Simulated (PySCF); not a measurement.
# Two runs on C3H7NS2Si

System: C3H7NS2Si, SMILES C=N[SiH]1SCCS1.
Method of the first run: GIAO WP04/pcSseg-1 NMR shielding, non-relativistic, gas phase (PySCF 2.14.0).

The geometry comes from this level: PBE0-D3(BJ)/def2-SVP. Text and figures count atoms from 1; the logs count them from 0 in places.

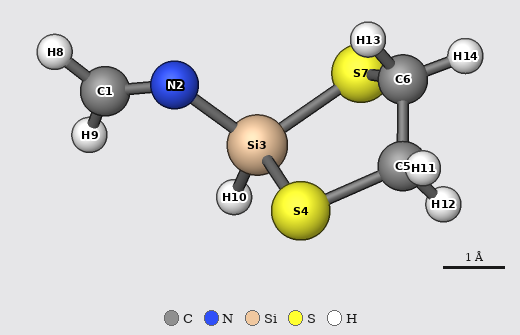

Fig. 1: The structure (ball-and-stick view, seen at a tilt; atoms are numbered from 1 in the order of the input). Bond lengths as drawn: C–C 1.51 Å, C–H 1.10 to 1.11 Å, C–N 1.26 Å, C–S 1.83 to 1.84 Å, H–Si 1.50 Å, N–Si 1.76 Å and S–Si 2.13 to 2.14 Å.

### The input, the first run
```
{"job": {"kind": "nmr", "xc": "WP04", "basis": "pcSseg-1", "pop": false}, "charge": 0, "multiplicity": 1}
C      3.127474     0.393054     0.673492
N      1.884237     0.252427     0.849245
Si     0.766739    -0.044880    -0.472234
S     -0.700578     1.512996    -0.496781
C     -2.152137     0.428203    -0.202900
C     -1.802744    -0.772755     0.650346
S     -0.454809    -1.755494    -0.110794
H      3.799665     0.570662     1.533687
H      3.632985     0.352171    -0.316969
H      1.520504    -0.205594    -1.754811
H     -2.898391     1.057442     0.306845
H     -2.561179     0.113628    -1.174243
H     -1.503560    -0.464499     1.663410
H     -2.664933    -1.452497     0.734587
```

The first line tells a small driver script what to run in PySCF; the rest is the geometry in Å.

Launched with:
```bash
OMP_NUM_THREADS=1 python <driver script> task.json out
```

Hardware: 1 CPU thread, shared host.

### Output (the first run)
```
coarse grid: 13536 points
cycle   1  E = -1274.0963291442  dE =  6.958e-01  |g| = 7.543e-01  |ddm| = 3.629e+00
cycle   2  E = -1273.8355796442  dE =  2.607e-01  |g| = 1.260e+00  |ddm| = 2.081e+00
cycle   3  E = -1274.2038262660  dE = -3.682e-01  |g| = 2.978e-01  |ddm| = 1.520e+00
cycle   4  E = -1274.2232827452  dE = -1.946e-02  |g| = 6.282e-02  |ddm| = 2.737e-01
cycle   5  E = -1274.2241304877  dE = -8.477e-04  |g| = 2.608e-02  |ddm| = 9.786e-02
cycle   6  E = -1274.2243224769  dE = -1.920e-04  |g| = 7.939e-03  |ddm| = 4.142e-02
cycle   7  E = -1274.2243389391  dE = -1.646e-05  |g| = 2.190e-03  |ddm| = 8.992e-03
cycle   8  E = -1274.2243401444  dE = -1.205e-06  |g| = 4.602e-04  |ddm| = 2.212e-03
final grid: 117640 points
cycle   9  E = -1274.2812545006  dE = -3.157e-05  |g| = 7.429e-03  |ddm| = 2.441e-02
cycle  10  E = -1274.2812328071  dE =  2.169e-05  |g| = 1.185e-02  |ddm| = 1.596e-02
cycle  11  E = -1274.2812675347  dE = -3.473e-05  |g| = 1.740e-03  |ddm| = 1.118e-02
cycle  12  E = -1274.2812681854  dE = -6.507e-07  |g| = 5.875e-04  |ddm| = 1.510e-03
cycle  13  E = -1274.2812682600  dE = -7.458e-08  |g| = 1.679e-04  |ddm| = 6.124e-04
cycle  14  E = -1274.2812682671  dE = -7.141e-09  |g| = 4.843e-05  |ddm| = 2.191e-04
cycle  15  E = -1274.2812682677  dE = -6.180e-10  |g| = 8.696e-06  |ddm| = 6.116e-05
converged SCF energy = -1274.2812682677

GIAO shielding tensors (ppm)
atom      isotropic    diamagn.    paramagn.     s11        s22        s33       span
  0 C        0.899     251.458    -250.559   -102.361     -7.916    112.973    215.334
  1 N     -162.742     332.958    -495.700   -521.412   -207.366    240.552    761.965
  2 Si     309.083     882.855    -573.772    276.383    310.566    340.301     63.918
  3 S      539.789    1063.004    -523.215    406.353    486.626    726.388    320.036
  4 C      126.578     251.837    -125.259     89.429    143.008    147.296     57.867
  5 C      128.339     252.603    -124.264     93.895    141.854    149.266     55.371
  6 S      528.292    1062.834    -534.542    406.395    492.791    685.690    279.294
  7 H       23.534      26.858      -3.324     22.285     23.141     25.175      2.891
  8 H       23.478      28.616      -5.138     20.566     22.625     27.241      6.675
  9 H       26.584      30.068      -3.484     23.447     23.668     32.636      9.189
 10 H       28.576      28.966      -0.390     22.571     26.839     36.316     13.746
 11 H       28.926      30.304      -1.379     23.448     27.064     36.265     12.818
 12 H       28.718      31.851      -3.133     23.579     26.596     35.977     12.398
 13 H       28.691      28.748      -0.057     22.642     26.875     36.556     13.914
```

The input of the second run differs as follows (lines with − go, lines with + come):
```diff
-"xc": "WP04"
+"xc": "PBE0"
-"pop": false
```

Predict how the results change.

The total energies belong to different methods, so their difference says nothing on which is more stable or more accurate. The HOMO goes from −8.05 to −7.04 eV. The LUMO goes from −3.30 to −1.20 eV. The dipole moment goes from 0.26 to 0.10 D. Of all shieldings, the largest change is that of S4, by +54.5 ppm. The functional changes from WP04 to PBE0. Exact exchange removes part of the self-interaction error of semilocal functionals, which pushes filled and empty levels apart. The SCF takes 14 iterations against 15.

### Output (the second run)
```
coarse grid: 13536 points
cycle   1  E = -1258.4474551408  dE =  7.853e-01  |g| = 4.240e-01  |ddm| = 3.575e+00
cycle   2  E = -1258.3874969229  dE =  5.996e-02  |g| = 6.828e-01  |ddm| = 1.153e+00
cycle   3  E = -1258.4919981478  dE = -1.045e-01  |g| = 1.062e-01  |ddm| = 7.083e-01
cycle   4  E = -1258.4944279847  dE = -2.430e-03  |g| = 3.867e-02  |ddm| = 1.406e-01
cycle   5  E = -1258.4947838590  dE = -3.559e-04  |g| = 6.767e-03  |ddm| = 4.733e-02
cycle   6  E = -1258.4947972243  dE = -1.337e-05  |g| = 2.278e-03  |ddm| = 1.208e-02
cycle   7  E = -1258.4947985219  dE = -1.298e-06  |g| = 4.251e-04  |ddm| = 3.007e-03
final grid: 117640 points
cycle   8  E = -1258.5385940216  dE = -1.931e-05  |g| = 8.765e-03  |ddm| = 2.535e-02
cycle   9  E = -1258.5385749477  dE =  1.907e-05  |g| = 1.235e-02  |ddm| = 1.966e-02
cycle  10  E = -1258.5386121775  dE = -3.723e-05  |g| = 1.496e-03  |ddm| = 1.236e-02
cycle  11  E = -1258.5386126826  dE = -5.051e-07  |g| = 3.682e-04  |ddm| = 1.346e-03
cycle  12  E = -1258.5386127098  dE = -2.716e-08  |g| = 1.245e-04  |ddm| = 4.043e-04
cycle  13  E = -1258.5386127139  dE = -4.108e-09  |g| = 2.885e-05  |ddm| = 1.575e-04
cycle  14  E = -1258.5386127141  dE = -2.049e-10  |g| = 4.511e-06  |ddm| = 3.680e-05
converged SCF energy = -1258.5386127141

GIAO shielding tensors (ppm)
atom      isotropic    diamagn.    paramagn.     s11        s22        s33       span
  0 C        8.962     250.587    -241.625    -89.238     -8.389    124.512    213.750
  1 N     -166.246     330.776    -497.022   -546.860   -203.286    251.409    798.269
  2 Si     319.423     879.518    -560.095    288.020    314.490    355.760     67.740
  3 S      594.253    1058.316    -464.063    462.114    559.204    761.441    299.327
  4 C      141.861     250.585    -108.723    105.732    155.810    164.043     58.311
  5 C      143.890     251.469    -107.579    111.066    154.796    165.809     54.743
  6 S      578.938    1058.232    -479.294    463.658    562.291    710.865    247.207
  7 H       22.797      26.480      -3.682     21.465     22.559     24.368      2.903
  8 H       22.760      27.963      -5.203     19.848     21.980     26.453      6.605
  9 H       25.676      28.623      -2.947     22.407     22.714     31.906      9.499
 10 H       28.117      29.146      -1.029     21.568     26.296     36.486     14.918
 11 H       28.626      29.955      -1.329     22.606     26.623     36.650     14.044
 12 H       28.389      30.655      -2.266     22.733     26.115     36.318     13.586
 13 H       28.248      29.198      -0.950     21.653     26.322     36.769     15.115
```

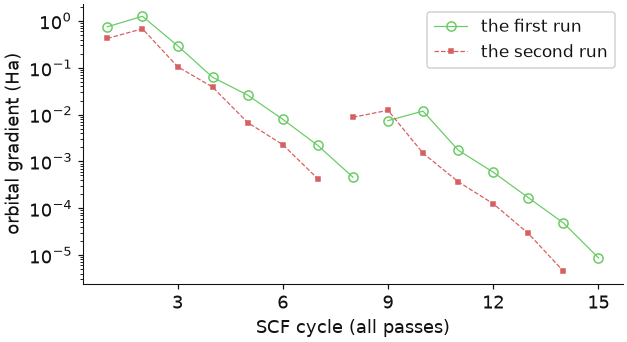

Fig. 2: Convergence of the two runs: orbital gradient against the SCF cycle. A break in a curve parts two SCF passes (coarse and final grid). The first run takes 15 cycles in all, and the second run takes 14.

### The two runs side by side

| quantity | the first run | the second run |
| --- | --- | --- |
| outcome | converged | converged |
| total energy (hartree) | −1274.281268 | −1258.538613 |
| HOMO (eV) | −8.05 | −7.04 |
| LUMO (eV) | −3.30 | −1.20 |
| dipole moment (D) | 0.26 | 0.10 |
| shielding of C1 (ppm) | 0.9 | 9.0 |
| shielding of N2 (ppm) | −162.7 | −166.2 |
| shielding of Si3 (ppm) | 309.1 | 319.4 |
| shielding of S4 (ppm) | 539.8 | 594.3 |
| shielding of C5 (ppm) | 126.6 | 141.9 |
| shielding of C6 (ppm) | 128.3 | 143.9 |
| shielding of S7 (ppm) | 528.3 | 578.9 |
| SCF iterations | 15 | 14 |
| basis functions | 175 | 175 |
| wall time (shared host) | 50 s | 59 s |
